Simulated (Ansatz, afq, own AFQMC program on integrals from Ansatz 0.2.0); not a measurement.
# H₂F (doublet): quantum Monte Carlo beside coupled cluster at distance H1–H2 along a hydrogen transfer = 0.745 Å, cc-pVTZ

How near does AFQMC come to the top of the ladder for H₂F (doublet)?

Method: cc-pVTZ, frozen cores; program: Ansatz 0.2.0, Gaussian basis, and an in-house AFQMC program (afq) on its integrals; all values are calculated.

Plan: PBE (unrestricted); r2SCAN (unrestricted); PBE0 (unrestricted); CCSD(T) on UHF; B3LYP (unrestricted); wB97M-V (unrestricted); B2PLYP (unrestricted); CCSDT(Q) on UHF; Phaseless AFQMC, CISD trial on UHF.

**1. The system**

The geometry derives from fragments relaxed apart (PBE0/def2-TZVP) and kept rigid, so it is no stationary point. A hydrogen atom is moved between rigid fragments.

3 atoms, charge 0, spin multiplicity 2.

Atoms are counted from 1 here; the program's logs count them from 0.

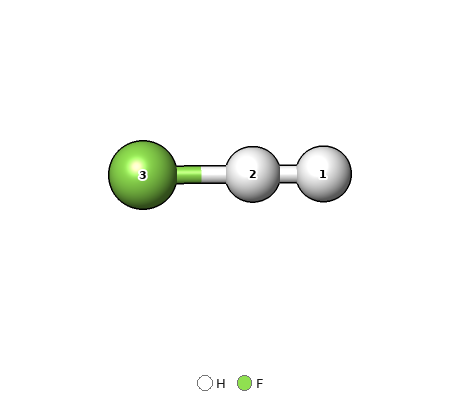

The geometry (hydrogen white, fluorine green); atoms are numbered from 1 in the order of the file.

**2. PBE (unrestricted)**

File in.yaml:

```yaml
crystal:
  periodic: [false, false, false]
  atoms:
    - {symbol: H, position_ang: [0.000000, 0.000000, -0.882000]}
    - {symbol: H, position_ang: [0.000000, 0.000000, -0.137000]}
    - {symbol: F, position_ang: [0.000000, 0.000000, 1.019000]}
basis:
  gaussian: {orbitals: cc-pVTZ}
magnetization: {spin_polarized: true, initial_magnetization: 1}
hamiltonian: {xc: {name: PBE}}
output: {orbitals: {seedname: orbitals}}
```

Command:

```sh
$ ansatz run in.yaml --threads 1 --pin off --events-out ev --progress --plain --max-ram 5632MiB --backend cpu
```

Output:

```text
Functional definition: PBE
  name "PBE"
  cite "Perdew, Burke & Ernzerhof, Phys. Rev. Lett. 77, 3865 (1996) doi:10.1103/PhysRevLett.77.3865"
  parent pbe
  parameter kappa = 0.804
  parameter beta = 0.06672455060314922
  exchange = pbe_x(kappa = kappa, mu = beta*pi^2/3)
  correlation = pbe_c(beta = beta)
266 factors; their error is unknown
mean field evaluation 1: about -2743.6856 eV, gradient 1.4e1 eV
mean field evaluation 2: about -2742.8315 eV, gradient 2.3e1 eV
mean field evaluation 4: about -2744.2802 eV, gradient 6.6e-1 eV
mean field evaluation 8: about -2744.2705 eV, gradient 1.2e-1 eV
mean field evaluation 16: about -2744.2705 eV, gradient 1.7e-5 eV
mean field -2744.27049852 eV, -100.8500806874 hartree, gradient 1.7e-5 eV, S^2 0.753239; 0 other end points of the search recorded, 0 dependent functions left out
reference -2744.27051959 eV, -100.8500814616 hartree; 6, 5 occupied and 52, 53 virtual orbitals, 266 factors
Total energy: -2744.27051959 eV, -100.8500814616 hartree
```

Run time: 0.45 s. Hardware: 1 thread of AMD EPYC 7R13 (Zen 3), shared host; peak memory 0.74 GiB.

From the report: ⟨S²⟩ of the determinant 0.753 (pure doublet: 0.75).

**3. r2SCAN (unrestricted)**

in.yaml: that of step 2 with these lines changed.

```diff
@@ -9,3 +9,2 @@
 magnetization: {spin_polarized: true, initial_magnetization: 1}
-hamiltonian: {xc: {name: PBE}}
-output: {orbitals: {seedname: orbitals}}
+hamiltonian: {xc: {name: r2SCAN}}
```

Same command.

Output:

```text
Functional definition: r2SCAN
  name "r2SCAN"
  cite "Furness, Kaplan, Ning, Perdew & Sun, J. Phys. Chem. Lett. 11, 8208 (2020) doi:10.1021/acs.jpclett.0c02405"
  cite "Furness, Kaplan, Ning, Perdew & Sun, J. Phys. Chem. Lett. 11, 9248 (2020) doi:10.1021/acs.jpclett.0c03077"
  parent r2scan
  parameter k0 = 0.174
  parameter k1 = 0.065
  parameter a1 = 4.9479
  exchange = r2scan_x(k0 = k0, k1 = k1, a1 = a1)
  correlation = r2scan_c
266 factors; their error is unknown
mean field evaluation 1: about -2745.2238 eV, gradient 1.4e1 eV
mean field evaluation 2: about -2744.4152 eV, gradient 2.2e1 eV
mean field evaluation 4: about -2745.8142 eV, gradient 8.7e-1 eV
mean field evaluation 8: about -2745.8053 eV, gradient 1.3e-1 eV
mean field -2745.80533829 eV, -100.9064850085 hartree, gradient 2.2e-5 eV, S^2 0.756983; 0 other end points of the search recorded, 0 dependent functions left out
reference -2745.80534504 eV, -100.9064852565 hartree; 6, 5 occupied and 52, 53 virtual orbitals, 266 factors
Total energy: -2745.80534504 eV, -100.9064852565 hartree
```

It took 0.82 s on 1 thread of AMD EPYC 7R13 (Zen 3), shared host; peak memory 0.74 GiB.

From the report: ⟨S²⟩ of the determinant 0.757 (pure doublet: 0.75).

**4. PBE0 (unrestricted)**

in.yaml: that of step 3 with these lines changed.

```diff
@@ -9,2 +9,3 @@
 magnetization: {spin_polarized: true, initial_magnetization: 1}
-hamiltonian: {xc: {name: r2SCAN}}
+hamiltonian: {xc: {name: PBE0}}
+output: {orbitals: {seedname: orbitals}}
```

Launched as before.

Output:

```text
Functional definition: PBE0
  name "PBE0"
  cite "Adamo & Barone, J. Chem. Phys. 110, 6158 (1999) doi:10.1063/1.478522"
  cite "Perdew, Burke & Ernzerhof, Phys. Rev. Lett. 77, 3865 (1996) doi:10.1103/PhysRevLett.77.3865"
  parent pbe
  parameter a = 0.25
  parameter kappa = 0.804
  parameter beta = 0.06672455060314922
  exchange = (1 - a)*pbe_x(kappa = kappa, mu = beta*pi^2/3) + a*exact_x
  correlation = pbe_c(beta = beta)
266 factors; their error is unknown
mean field evaluation 1: about -2743.5617 eV, gradient 1.4e1 eV
mean field evaluation 2: about -2742.9098 eV, gradient 2.1e1 eV
mean field evaluation 4: about -2744.1803 eV, gradient 3.1e-1 eV
mean field evaluation 8: about -2744.1792 eV, gradient 3.1e-3 eV
mean field -2744.17916304 eV, -100.8467241704 hartree, gradient 2.0e-5 eV, S^2 0.757531; 0 other end points of the search recorded, 0 dependent functions left out
reference -2744.17917821 eV, -100.8467247277 hartree; 6, 5 occupied and 52, 53 virtual orbitals, 266 factors
Total energy: -2744.17917821 eV, -100.8467247277 hartree
```

It took 0.42 s on 1 thread of AMD EPYC 7R13 (Zen 3), shared host; peak memory 0.74 GiB.

From the report: ⟨S²⟩ of the determinant 0.758 (pure doublet: 0.75).

**5. CCSD(T) on UHF**

in.yaml: that of step 4 with these lines changed.

```diff
@@ -9,3 +9,2 @@
 magnetization: {spin_polarized: true, initial_magnetization: 1}
-hamiltonian: {xc: {name: PBE0}}
-output: {orbitals: {seedname: orbitals}}
+correlation: {method: ccsd_t, electrons: outside_noble_gas, hamiltonian_folder: ham}
```

Command:

```sh
$ ansatz run in.yaml --threads 1 --pin off --events-out ev --progress --plain --max-ram 16896MiB --backend cuda --devices 0, --max-vram 18GiB
```

Output, cut to the lines that bear on the results:

```text
Functional definition: HF
  name "HF"
  cite "Fock, Z. Phys. 61, 126 (1930) doi:10.1007/BF01340294"
  parent pbe
[...]
336 factors; integrals over basis functions are off by at most 1.2e-3 eV
[...]
mean field -2734.71067126 eV, -100.4987635154 hartree, gradient 1.4e-6 eV, S^2 0.783161; 5 other end points of the search recorded, 0 dependent functions left out
determinant -2734.71067126 eV, -100.4987635154 hartree, with singles and doubles -2742.42067478 eV, -100.7821009187 hartree
determinant -2733.02278008 eV, -100.4367346584 hartree, with singles and doubles -2740.07644546 eV, -100.6959520800 hartree
1 core orbitals not correlated: weight in the atoms' cores, before any rotation towards them, 1.000 or more for the frozen orbitals, at most 0.000 for the correlated occupied ones
reference -2734.71067126 eV, -100.4987635154 hartree; 5, 4 occupied and 52, 53 virtual orbitals, 336 factors
second order -7.26706353 eV of doubles, -0.00000000 eV of singles
cycle   1  -7.68316969 eV  change    -1.0e0 eV  update   1.5e-2
[...]
cycle   9  -7.70985188 eV  change    3.1e-6 eV  update   3.7e-6
perturbative correction -0.17918435 eV, -0.0065849033 hartree
Total energy: -2742.59970749 eV, -100.7886802495 hartree
```

Wall time 2 s (1 × NVIDIA H100 80GB HBM3 with 1 thread of AMD EPYC 7R13 (Zen 3), shared host); peak host memory 0.79 GiB.

From the report: ⟨S²⟩ of the determinant 0.783 (pure doublet: 0.75); correlation -7.8890 eV; T1 0.027; largest double amplitude 0.06.

This run also writes the integrals to the folder ham.

**6. B3LYP (unrestricted)**

in.yaml: that of step 5 with these lines changed.

```diff
@@ -9,2 +9,2 @@
 magnetization: {spin_polarized: true, initial_magnetization: 1}
-correlation: {method: ccsd_t, electrons: outside_noble_gas, hamiltonian_folder: ham}
+hamiltonian: {xc: {name: B3LYP}}
```

Command:

```sh
$ ansatz run in.yaml --threads 1 --pin off --events-out ev --progress --plain --max-ram 5632MiB --backend cpu
```

Output:

```text
Functional definition: B3LYP
  name "B3LYP"
  cite "Stephens, Devlin, Chabalowski & Frisch, J. Phys. Chem. 98, 11623 (1994) doi:10.1021/j100096a001"
  cite "Becke, Phys. Rev. A 38, 3098 (1988) doi:10.1103/PhysRevA.38.3098"
  cite "Lee, Yang & Parr, Phys. Rev. B 37, 785 (1988) doi:10.1103/PhysRevB.37.785"
  cite "Vosko, Wilk & Nusair, Can. J. Phys. 58, 1200 (1980) doi:10.1139/p80-159"
  parameter a0 = 0.2
  parameter ax = 0.72
  parameter ac = 0.81
  exchange = (1 - a0 - ax)*slater_x + ax*b88_x + a0*exact_x
  correlation = (1 - ac)*vwn_rpa_c + ac*lyp_c
266 factors; their error is unknown
mean field evaluation 1: about -2746.4016 eV, gradient 1.5e1 eV
mean field evaluation 2: about -2745.4525 eV, gradient 2.4e1 eV
mean field evaluation 4: about -2747.0582 eV, gradient 4.9e-1 eV
mean field evaluation 8: about -2747.0555 eV, gradient 3.9e-3 eV
mean field -2747.05546673 eV, -100.9524263812 hartree, gradient 7.2e-6 eV, S^2 0.755964; 0 other end points of the search recorded, 0 dependent functions left out
reference -2747.05560277 eV, -100.9524313806 hartree; 6, 5 occupied and 52, 53 virtual orbitals, 266 factors
Total energy: -2747.05560277 eV, -100.9524313806 hartree
```

Wall time 0.39 s (1 thread of AMD EPYC 7R13 (Zen 3), shared host); peak memory 0.74 GiB.

From the report: ⟨S²⟩ of the determinant 0.756 (pure doublet: 0.75).

**7. wB97M-V (unrestricted)**

in.yaml: that of step 6 with these lines changed.

```diff
@@ -9,2 +9,3 @@
 magnetization: {spin_polarized: true, initial_magnetization: 1}
-hamiltonian: {xc: {name: B3LYP}}
+hamiltonian: {xc: {name: wB97M-V}}
+output: {orbitals: {seedname: orbitals}}
```

Launched as before.

Output, cut to the lines that bear on the results:

```text
Functional definition: wB97M-V
  name "wB97M-V"
  cite "Mardirossian & Head-Gordon, J. Chem. Phys. 144, 214110 (2016) doi:10.1063/1.4952647"
  cite "Becke, J. Chem. Phys. 107, 8554 (1997) doi:10.1063/1.475007"
  cite "Vydrov & Van Voorhis, J. Chem. Phys. 133, 244103 (2010) doi:10.1063/1.3521275"
  # Of w^i u^j: cxij and so on, Table III.
[...]
  gx(w, u) = 1 - cx + cx01*u + cx10*w
  gss(w, u) = css00 + css04*u^4 + css10*w + css20*w^2 + css43*w^4*u^3
  gos(w, u) = cos00 + cos10*w + (cos20 + cos21*u)*w^2 + (cos60 + cos61*u)*w^6
[...]
      + integral(e_c_pw_mod_opposite_spin*gos(b97_w_opposite, b97_u_opposite)) + vv10(b, c)
266 factors; their error is unknown
69 factors; integrals over basis functions are off by at most 2.2e-5 eV
[...]
mean field -2745.69464462 eV, -100.9024170912 hartree, gradient 2.9e-5 eV, S^2 0.755821; 0 other end points of the search recorded, 0 dependent functions left out
reference -2745.69466588 eV, -100.9024178724 hartree; 6, 5 occupied and 52, 53 virtual orbitals, 266 factors
Total energy: -2745.69466588 eV, -100.9024178724 hartree
```

Run time: 1.3 s. Hardware: 1 thread of AMD EPYC 7R13 (Zen 3), shared host; peak memory 0.74 GiB.

From the report: ⟨S²⟩ of the determinant 0.756 (pure doublet: 0.75).

**8. B2PLYP (unrestricted)**

in.yaml: that of step 7 with these lines changed.

```diff
@@ -9,3 +9,3 @@
 magnetization: {spin_polarized: true, initial_magnetization: 1}
-hamiltonian: {xc: {name: wB97M-V}}
-output: {orbitals: {seedname: orbitals}}
+hamiltonian: {xc: {name: B2PLYP}}
+correlation: {electrons: outside_noble_gas}
```

The command is unchanged.

Output, cut to the lines that bear on the results:

```text
Functional definition: B2PLYP
  name "B2PLYP"
  cite "Grimme, J. Chem. Phys. 124, 034108 (2006) doi:10.1063/1.2148954"
  cite "Becke, Phys. Rev. A 38, 3098 (1988) doi:10.1103/PhysRevA.38.3098"
  cite "Lee, Yang & Parr, Phys. Rev. B 37, 785 (1988) doi:10.1103/PhysRevB.37.785"
[...]
336 factors; integrals over basis functions are off by at most 1.2e-3 eV
[...]
mean field -2742.87771220 eV, -100.7988967339 hartree, gradient 1.2e-6 eV, S^2 0.764625; 0 other end points of the search recorded, 0 dependent functions left out
1 core orbitals not correlated: weight in the atoms' cores, before any rotation towards them, 1.000 or more for the frozen orbitals, at most 0.000 for the correlated occupied ones
reference -2742.87779718 eV, -100.7988998570 hartree; 5, 4 occupied and 52, 53 virtual orbitals, 336 factors
second order -8.77681662 eV of doubles, -0.00000000 eV of singles
Total energy: -2745.24753767 eV, -100.8859862137 hartree
```

Run time: 0.63 s. Hardware: 1 thread of AMD EPYC 7R13 (Zen 3), shared host; peak memory 0.74 GiB.

From the report: ⟨S²⟩ of the determinant 0.765 (pure doublet: 0.75).

**9. CCSDT(Q) on UHF**

in.yaml: that of step 8 with these lines changed.

```diff
@@ -9,3 +9,2 @@
 magnetization: {spin_polarized: true, initial_magnetization: 1}
-hamiltonian: {xc: {name: B2PLYP}}
-correlation: {electrons: outside_noble_gas}
+correlation: {method: ccsdt_q, electrons: outside_noble_gas}
```

Command:

```sh
$ ansatz run in.yaml --threads 1 --pin off --events-out ev --progress --plain --max-ram 16896MiB --backend cuda --devices 0, --max-vram 18GiB
```

Output, cut to the lines that bear on the results:

```text
Functional definition: HF
  name "HF"
  cite "Fock, Z. Phys. 61, 126 (1930) doi:10.1007/BF01340294"
  parent pbe
[...]
636 factors; integrals over basis functions are off by at most 2.5e-7 eV
[...]
mean field -2734.71067630 eV, -100.4987637004 hartree, gradient 1.1e-6 eV, S^2 0.783161; 5 other end points of the search recorded, 0 dependent functions left out
determinant -2734.71067630 eV, -100.4987637004 hartree, with singles and doubles -2742.42070381 eV, -100.7821019857 hartree
determinant -2733.02278403 eV, -100.4367348037 hartree, with singles and doubles -2740.07647192 eV, -100.6959530523 hartree
1 core orbitals not correlated: weight in the atoms' cores, before any rotation towards them, 1.000 or more for the frozen orbitals, at most 0.000 for the correlated occupied ones
reference -2734.71067630 eV, -100.4987637004 hartree; 5, 4 occupied and 52, 53 virtual orbitals, 636 factors
second order -7.26708849 eV of doubles, -0.00000000 eV of singles
cycle   1  -7.42433179 eV  change   -1.6e-1 eV  update   6.5e-2
[...]
cycle  15  -7.89792490 eV  change   -1.1e-6 eV  update   2.6e-7
perturbative correction -0.00873079 eV, -0.0003208507 hartree
Total energy: -2742.61733199 eV, -100.7893279379 hartree
```

Wall time 3.5 s (1 × NVIDIA H100 80GB HBM3 with 1 thread of AMD EPYC 7R13 (Zen 3), shared host); peak host memory 0.82 GiB.

From the report: ⟨S²⟩ of the determinant 0.783 (pure doublet: 0.75); correlation -7.9067 eV; T1 0.027; largest double amplitude 0.07.

**10. Phaseless AFQMC, CISD trial on UHF**

It reads the integrals that the CCSD(T) run on this determinant wrote.

Command:

```sh
$ afq ham --method phaseless --trial cisd --walkers 4000 --populations 20 --least-time 60 --time-step 0.005 --steps-per-block 50 --equilibration-blocks 28 --max-blocks 4000 --target-error 0.00018 --factor-cut 1e-05 --start spin_pure --seed 2364 --release-times 0.24,0.51,0.99,1.62,2.4 --release-step 0.03 --release-every 3 --taylor-order 6
```

Output:

```text
orbitals 57  electrons 5 4  factors 335 of 336
reference energy -100.49876352 Eh
CCSD correlation -0.28333181 Eh in 11 cycles, weight of the determinant in the CISD state 0.9278
energy of the start -100.780818 Eh
 block  time / (1/Eh)  mean weight  energy / Eh
     1     0.250  1.0002  -100.783131
     2     0.500  0.9998  -100.786094
     3     0.750  0.9995  -100.787520
     4     1.000  0.9999  -100.787926
     5     1.250  0.9996  -100.788735
     6     1.500  0.9998  -100.789412
     7     1.750  1.0001  -100.789244
     8     2.000  0.9998  -100.788430
     9     2.250  0.9999  -100.788628
    10     2.500  0.9997  -100.788864
    11     2.750  1.0004  -100.788851
    12     3.000  0.9998  -100.788704
    13     3.250  1.0002  -100.788286
    14     3.500  0.9997  -100.789239
    15     3.750  1.0008  -100.789615
    16     4.000  0.9993  -100.789581
    17     4.250  1.0005  -100.789200
    18     4.500  1.0005  -100.789500
    19     4.750  0.9998  -100.788053
    20     5.000  1.0000  -100.788422
    21     5.250  1.0008  -100.789331
    22     5.500  1.0003  -100.789378
    23     5.750  1.0002  -100.788704
    24     6.000  1.0001  -100.788943
    25     6.250  0.9996  -100.787845
    26     6.500  0.9996  -100.788634
    27     6.750  0.9997  -100.788949
    28     7.000  1.0000  -100.788444
    29     7.250  1.0000  -100.788077
    30     7.500  1.0001  -100.787983
    31     7.750  1.0000  -100.788062
    32     8.000  1.0000  -100.788086
    33     8.250  1.0001  -100.789295
    34     8.500  0.9999  -100.788140
    35     8.750  1.0001  -100.788608
    36     9.000  0.9998  -100.789054
    37     9.250  1.0000  -100.789367
    38     9.500  1.0000  -100.789474
    39     9.750  0.9993  -100.789085
    40    10.000  1.0004  -100.788320
    41    10.250  0.9996  -100.788418
    42    10.500  1.0010  -100.789308
    43    10.750  0.9999  -100.788997
    44    11.000  0.9997  -100.788507
    45    11.250  1.0001  -100.788557
    46    11.500  1.0010  -100.789343
    47    11.750  0.9993  -100.789472
    48    12.000  0.9998  -100.788927
    49    12.250  1.0003  -100.788674
    50    12.500  0.9998  -100.789509
    51    12.750  0.9999  -100.788982
    52    13.000  1.0001  -100.789333
    53    13.250  0.9997  -100.789074
    54    13.500  0.9996  -100.788995
    55    13.750  0.9998  -100.788562
    56    14.000  0.9993  -100.788125
    57    14.250  1.0001  -100.789210
    58    14.500  1.0002  -100.788111
    59    14.750  1.0001  -100.788377
    60    15.000  0.9999  -100.789013
    61    15.250  1.0000  -100.788671
    62    15.500  0.9998  -100.789254
    63    15.750  0.9999  -100.789263
    64    16.000  0.9999  -100.788787
    65    16.250  1.0000  -100.788337
    66    16.500  0.9995  -100.788284
    67    16.750  1.0004  -100.789268
    68    17.000  1.0001  -100.789458
    69    17.250  1.0000  -100.788609
    70    17.500  1.0004  -100.789071
    71    17.750  1.0003  -100.789416
    72    18.000  1.0002  -100.788812
    73    18.250  1.0002  -100.788401
    74    18.500  0.9998  -100.788132
    75    18.750  1.0003  -100.788691
    76    19.000  1.0002  -100.788582
    77    19.250  1.0001  -100.788674
    78    19.500  0.9995  -100.788987
error from the spread of 20 populations
released: time / (1/Eh)  energy / Eh  error  mean overlap
  0.24  -100.788882  0.000127  0.9954
  0.51  -100.789357  0.000116  0.9925
  0.99  -100.789322  0.000133  0.9836
  1.62  -100.789315  0.000113  0.9704
  2.40  -100.789352  0.000191  0.9572
energy -100.788795 +/- 0.000074 Eh
```

Wall time 43 s (1 × NVIDIA H100 80GB HBM3 with 2 threads of AMD EPYC 7R13 (Zen 3), shared host); peak host memory 1.6 GiB.

Energy -2742.6028 ± 0.0020 eV. Caveats: constraint bias not in the error.

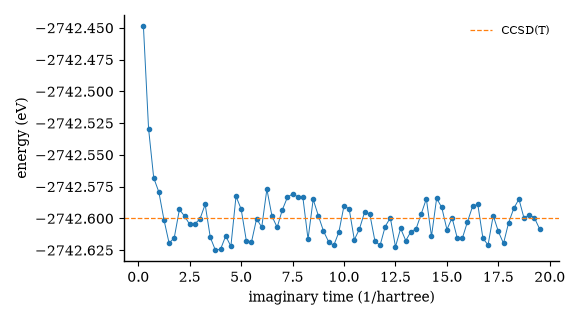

Block energies along the walk.

**11. All levels side by side**

On the UHF determinant, counted from CCSDT(Q) (a yardstick, not exact):

| level | energy (eV) | from CCSDT(Q) (kJ/mol) | statistical error (kJ/mol) | time |
| --- | --- | --- | --- | --- |
| HF | -2734.7107 | +762.9 |  |  |
| MP2 | -2741.9777 | +61.7 |  |  |
| CCSD | -2742.4205 | +19.0 |  |  |
| CCSD(T) | -2742.5997 | +1.7 |  |  |
| CCSDT(Q) | -2742.6173 | 0.0 |  |  |
| Phaseless AFQMC, CISD trial, step 0.005, 4000 walkers | -2742.6028 | +1.4 | 0.2 | 43 s |

The functionals' totals stand on their own zeros and serve differences with other points: PBE -2744.271 eV; r2SCAN -2745.805 eV; PBE0 -2744.179 eV; B3LYP -2747.056 eV; wB97M-V -2745.695 eV; B2PLYP -2745.248 eV.

**12. Results**

| quantity | value |
| --- | --- |
| CCSD(T) on UHF from CCSDT(Q) | +1.7 kJ/mol |
| Phaseless AFQMC, CISD trial on UHF from CCSDT(Q) | +1.4 ± 0.2 kJ/mol |

On UHF the phaseless walk with the CISD trial lies +1.4 kJ/mol from CCSDT(Q), 7 times its error bar. Error bars are statistical and leave out the constraint, the time step and what remains of the start.
